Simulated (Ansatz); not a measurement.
Single-point calculation, with input and output: CH₇BSi₂

The run: single-point calculation of CH₇BSi₂, SMILES [SiH3]B1C[SiH2]1. Method and program: RKS BHLYP-d3bjatm/6-31++G** (Ansatz 0.2.0).

The geometry comes from this level: PBE0-D4/def2-TZVP. Figures and captions count atoms from 1; the log counts them from 0 in places.

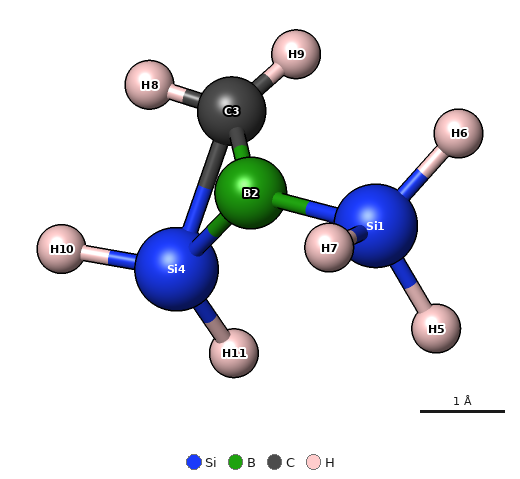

Figure 1. The structure (ball-and-stick view, seen at a tilt; atoms are numbered from 1 in the order of the input). Bond lengths as drawn: B–C 1.49 Å, B–Si 1.90 to 1.99 Å, C–H 1.09 Å, C–Si 2.03 Å and H–Si 1.48 to 1.49 Å.

## Results in brief

```json
{"quantity": "outcome", "value": "converged"}
{"quantity": "total energy", "value": "−17578.9112 eV"}
{"quantity": "mean-field energy", "value": "−17578.5567 eV"}
{"quantity": "dispersion energy", "value": "−0.3545 eV"}
{"quantity": "SCF solution under orbital rotations", "value": "stable"}
{"quantity": "largest force (length of the vector)", "value": "0.354 eV/Å"}
{"quantity": "dipole moment", "value": "1.55 D"}
{"quantity": "hardware", "value": "2 threads of Arm Neoverse V2, 23 GiB of memory available, shared host"}
{"quantity": "wall time", "value": "3.1 s (CPU time 5.9 s)"}
{"quantity": "peak memory", "value": "0.25 GiB"}
```

## The input
```yaml
crystal:
  periodic: [false, false, false]
  atoms:
    - {symbol: Si, position_ang: [-0.981551, 1.689564, -0.443701]}
    - {symbol: B, position_ang: [0.281862, 0.287540, 0.176278]}
    - {symbol: C, position_ang: [0.231197, -0.800340, 1.186855]}
    - {symbol: Si, position_ang: [1.121471, -1.243064, -0.585675]}
    - {symbol: H, position_ang: [-1.561148, 1.320344, -1.766283]}
    - {symbol: H, position_ang: [-2.105722, 1.945297, 0.501102]}
    - {symbol: H, position_ang: [-0.234822, 2.966562, -0.624097]}
    - {symbol: H, position_ang: [1.107817, -1.266851, 1.647297]}
    - {symbol: H, position_ang: [-0.670149, -1.047634, 1.745409]}
    - {symbol: H, position_ang: [2.381557, -1.877185, -0.137248]}
    - {symbol: H, position_ang: [0.494986, -2.031234, -1.679334]}
basis:
  gaussian: {orbitals: "6-31++G**"}
hamiltonian: {xc: {name: BHLYP}, dispersion: d3bjatm}
output: {forces: true}
```

Launched with:
```bash
ansatz run in.yaml --threads 2 --pin off --events-out ev --progress --plain --max-ram 4352MiB
```

## Output
```
Functional definition: BHLYP
  name "BHLYP"
  cite "Becke, J. Chem. Phys. 98, 1372 (1993) doi:10.1063/1.464304"
  cite "Becke, Phys. Rev. A 38, 3098 (1988) doi:10.1103/PhysRevA.38.3098"
  cite "Lee, Yang & Parr, Phys. Rev. B 37, 785 (1988) doi:10.1103/PhysRevB.37.785"
  parameter a = 0.5
  exchange = (1 - a)*b88_x + a*exact_x
  correlation = lyp_c
1113 factors; integrals over basis functions are off by at most 1.1e-3 eV
mean field evaluation 1: about -17571.6139 eV, gradient 5.0e1 eV
mean field evaluation 2: about -17569.4444 eV, gradient 5.4e1 eV
mean field evaluation 4: about -17578.2457 eV, gradient 1.3e0 eV
mean field evaluation 8: about -17578.5563 eV, gradient 2.1e-1 eV
mean field evaluation 16: about -17578.5565 eV, gradient 1.5e-4 eV
mean field -17578.55647061 eV, -646.0000351215 hartree, gradient 4.4e-5 eV, S^2 0.000000; 0 other end points of the search recorded, 0 dependent functions left out
the calculation of the forces begins
reference -17578.55673442 eV, -646.0000448161 hartree; 23, 23 occupied and 103, 103 virtual orbitals, 1113 factors
Total energy: -17578.91121786 eV, -646.0130718424 hartree
Atom 0 at    -0.981551     1.689564    -0.443701 Å, force    -0.148353     0.216392    -0.081877 eV/Å
Atom 1 at     0.281862     0.287540     0.176278 Å, force     0.078192    -0.098659     0.058694 eV/Å
Atom 2 at     0.231197    -0.800340     1.186855 Å, force     0.043782    -0.179222     0.285273 eV/Å
Atom 3 at     1.121471    -1.243064    -0.585675 Å, force     0.084303    -0.267825    -0.214977 eV/Å
Atom 4 at    -1.561148     1.320344    -1.766283 Å, force     0.071430     0.045611     0.177352 eV/Å
Atom 5 at    -2.105722     1.945297     0.501102 Å, force     0.153717    -0.042032    -0.127690 eV/Å
Atom 6 at    -0.234822     2.966562    -0.624097 Å, force    -0.108201    -0.164525     0.026269 eV/Å
Atom 7 at     1.107817    -1.266851     1.647297 Å, force    -0.253569     0.219520    -0.038400 eV/Å
Atom 8 at    -0.670149    -1.047634     1.745409 Å, force     0.163906     0.041680    -0.148727 eV/Å
Atom 9 at     2.381557    -1.877185    -0.137248 Å, force    -0.191734     0.103274    -0.095455 eV/Å
Atom 10 at     0.494986    -2.031234    -1.679334 Å, force     0.106528     0.125786     0.159538 eV/Å
Dipole moment:     0.156336    -0.276810     0.060046 e Å
```

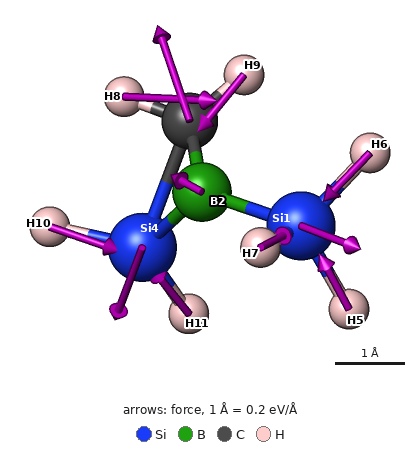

Figure 2. Forces on the atoms as pink arrows (ball-and-stick view, seen at a tilt; atoms are numbered from 1 in the order of the input). The largest act on Si4 (0.35 eV/Å); C3 (0.34 eV/Å); H8 (0.34 eV/Å); Si1 (0.27 eV/Å), among others. The geometry is not a stationary point of this energy.

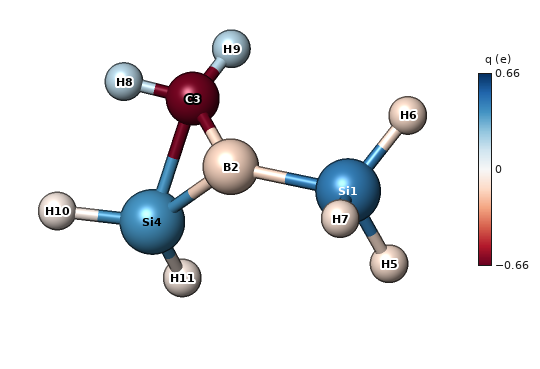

Figure 3. Mulliken charges, as the colour of each atom (ball-and-stick view, seen at a tilt; atoms are numbered from 1 in the order of the input). By element: Si +0.39 to +0.45, B −0.13, C −0.63 and H −0.12 to +0.19 e.
